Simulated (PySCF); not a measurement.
**CCSDT(Q)/STO-6G run of BH3S (SMILES BS)**

What is the energy change on altering one bond length of BH3S at CCSDT(Q)/STO-6G? Input form: a Python script.

The calculation is run with PySCF 2.14.0.

11 further runs of the same task are left out: 11 set aside as unsound or not needed.

## (1) The structure to begin with

The species is BH3S (5 atoms), meant as a singlet with charge 0. SMILES: `BS`. Geometry: relaxed at PBE0-D4/def2-TZVP.

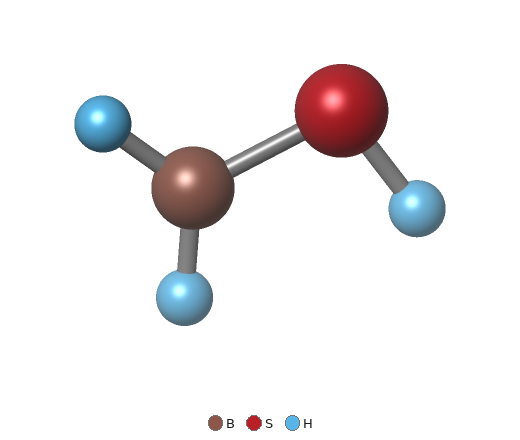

Viewed from a chosen angle; boron brown, sulfur red, hydrogen blue.

## (2) A single-point energy at CCSDT(Q)/STO-6G

input.py

```python
from pyscf import gto, cc

mol = gto.Mole()
mol.atom = '''
B     -0.392100    -0.421000     0.088100
S      0.161700     1.236900    -0.154300
H     -1.562900    -0.556400     0.264200
H      0.367100    -1.337600     0.074200
H      1.476100     1.004400    -0.313600
'''
mol.verbose = 3
mol.basis = 'sto-6g'
mol.charge = 0
mol.spin = 0
mol.max_memory = 1860
mol.build()

myscf = mol.RHF()
myscf.conv_tol = 1e-10
myscf.kernel()
if not myscf.converged:
    myscf = myscf.newton().run(myscf.mo_coeff, myscf.mo_occ)

mycc = cc.CCSDT(myscf, frozen=6)
mycc.kernel()
e_bracket, e_q = mycc.ccsdt_q()
e_final = mycc.e_tot + e_q
print('Final energy', e_final)
```

The run is started by

```console
OMP_NUM_THREADS=1 python input.py
```

What it wrote:

```text
converged SCF energy = -422.551082060016
_make_eris_incore_RCCSDT

WARN: A large `blksize` is being used, which may cause large memory consumption
      for storing contraction intermediates. If memory is sufficient, consider using
      `pyscf.cc.rccsdt_highm.RCCSDT` instead.

WARN: A large `blksize_oovv` is being used, which may cause large memory consumption
      for storing contraction intermediates. If memory is sufficient, consider using
      `pyscf.cc.rccsdt_highm.RCCSDT` instead.

WARN: A large `blksize_oooo` is being used, which may cause large memory consumption
      for storing contraction intermediates. If memory is sufficient, consider using
      `pyscf.cc.rccsdt_highm.RCCSDT` instead.

RCCSDT converged
E(RCCSDT) = -422.6477752576195   E_corr = -0.09669319760326428
E_corr(same-spin) = -0.00841784416008656
E_corr(oppo-spin) = -0.0882753534431777
_make_eris_incore_RCCSDT
Final energy -422.6476817060275
```

Wall time 1.1 s (1 thread of Arm Neoverse V2, shared host); peak memory 0.12 GiB.

## (3) The distorted shape, same level

calc.py

```python
from pyscf import gto, cc

system = gto.M(
    atom='''
B        1.715318      -0.177283      -0.228877
S        2.269118       1.480617      -0.471277
H       -1.562900      -0.556400       0.264200
H        2.474518      -1.093883      -0.242777
H        3.583518       1.248117      -0.630577
''',
    verbose=4,
    basis='sto-6g',
    charge=0,
    max_memory=1860,
    spin=0,
)

calc0 = system.RHF()
calc0.conv_tol = 1e-10
calc0.kernel()
if not calc0.converged:
    calc0 = calc0.newton().run(calc0.mo_coeff, calc0.mo_occ)

mycc = cc.CCSDT(calc0, frozen=6)
mycc.kernel()
e_bracket, e_q = mycc.ccsdt_q()
e_tot = mycc.e_tot + e_q
print('Final energy', e_tot)
```

The run is started by

```console
OMP_NUM_THREADS=1 python calc.py
```

What it wrote:

```text
PySCF version 2.14.0

[... 61 lines left out ...]
converged SCF energy = -422.141216359908
[... 16 lines left out ...]
WARN: A large `blksize` is being used, which may cause large memory consumption
[... 3 lines left out ...]
WARN: A large `blksize_oovv` is being used, which may cause large memory consumption
[... 3 lines left out ...]
WARN: A large `blksize_oooo` is being used, which may cause large memory consumption
[... 13 lines left out ...]
Init t2, MP2 energy = -422.358150611093  E_corr(MP2) -0.216934251184
[... 19 lines left out ...]
RCCSDT converged
[... 5 lines left out ...]
Final energy -422.4389140162696
```

It took 1.1 s on 1 thread of Arm Neoverse V2, shared host; peak memory 0.12 GiB.

## (4) Outcome

At CCSDT(Q)/STO-6G, 6 core orbitals frozen:

| quantity | value |
| --- | --- |
| first shape: total energy | -422.64768 Eh |
| first shape: dipole moment (Hartree–Fock density) | 0.88 D |
| first shape: HOMO energy (Hartree–Fock orbitals) | -8.45 eV |
| first shape: LUMO energy (Hartree–Fock orbitals) | 7.06 eV |
| first shape: HOMO–LUMO gap (Hartree–Fock orbitals) | 15.51 eV |
| first shape: correlation energy (6 core orbitals frozen) | -96.6 mEh |
| first shape: T1 diagnostic | 0.023 |
| distorted shape: total energy | -422.43891 Eh |
| distorted shape: dipole moment (Hartree–Fock density) | 3.39 D |
| distorted shape: HOMO energy (Hartree–Fock orbitals) | -3.60 eV |
| distorted shape: LUMO energy (Hartree–Fock orbitals) | 2.11 eV |
| distorted shape: HOMO–LUMO gap (Hartree–Fock orbitals) | 5.71 eV |
| distorted shape: correlation energy (6 core orbitals frozen) | -297.7 mEh |
| distorted shape: T1 diagnostic | 0.048 |
| energy change with the B1–H3 bond stretched from 1.192 to 3.337 Å | 5.681 eV |

What this shows: With the B1–H3 bond stretched from 1.192 to 3.337 Å the energy rises by 5.68 eV (131 kcal/mol). The first shape isn't relaxed at this level, so the change isn't measured from a minimum. The minimal basis adds a large error of its own. The T1 diagnostic (first shape) of 0.023 is above the customary mark for such species, so a single reference may not serve. Mulliken charges (first shape) of the mean-field density run from -0.07 on H4 to +0.08 on S2; they depend strongly on the basis. The T1 diagnostic (distorted shape) of 0.048 is above the customary mark for such species, so a single reference may not serve.
